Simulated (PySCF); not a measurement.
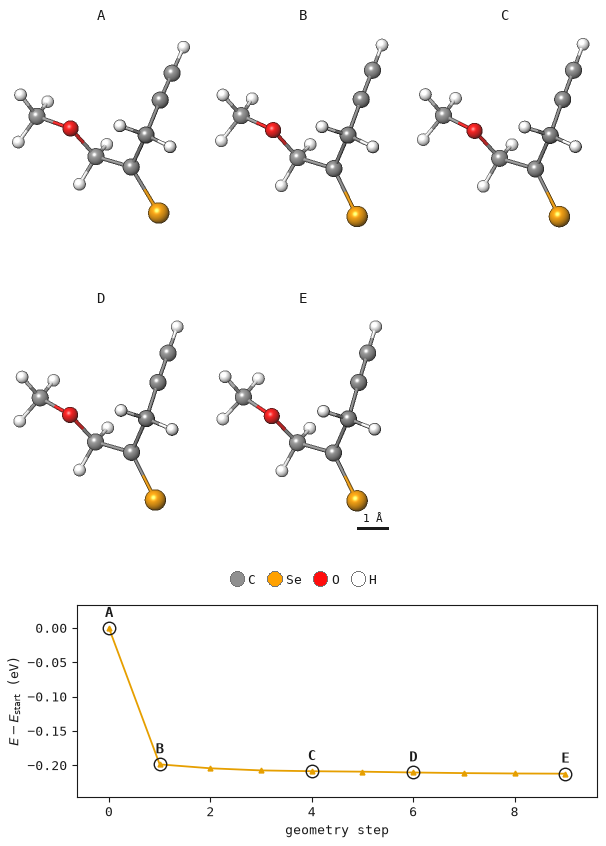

Frames of a relaxation of C$_{6}$H$_{8}$OSe, marked on the history of the run. The picture is a ball-and-stick view, seen from a free direction.

The start comes from GFN2-xTB. Its atoms were then displaced at random by about 0.01 Å.

Computed with PBE0-D3(BJ)/def2-SVP geometry optimisation, gas phase (PySCF 2.14.0, density-fitted response routines). 

What happens along the run?

Answer. After 9 geometry steps the energy has fallen by 0.212 eV. The largest move after the best rigid fit is that of an H atom, 0.38 Å. Largest moves by element: H 0.38 Å, Se 0.29 Å, C 0.25 Å, O 0.17 Å. Some distances before and after: C–C 1.463 → 1.500 Å, C–C 1.178 → 1.211 Å, C–H 1.079 → 1.107 Å, C–C 1.531 → 1.508 Å. Bond angles that change, for instance: C–C–C 108.2° → 112.2°, C–C–H 175.6° → 179.2°, H–C–H 111.9° → 108.5°. From step 0 to 1: the Se atom moves most (0.21 Å), energy −0.199 eV. From step 1 to 4: H atoms move most (0.05 Å), energy −0.010 eV. From step 4 to 6: an H atom moves most (0.08 Å), energy −0.002 eV. From step 6 to 9: H atoms move most (0.12 Å), energy −0.002 eV.

```tsv
step	E − E(0), eV
0	0.0000
1	-0.1986
2	-0.2043
3	-0.2074
4	-0.2086
5	-0.2092
6	-0.2104
7	-0.2113
8	-0.2119
9	-0.2122
```
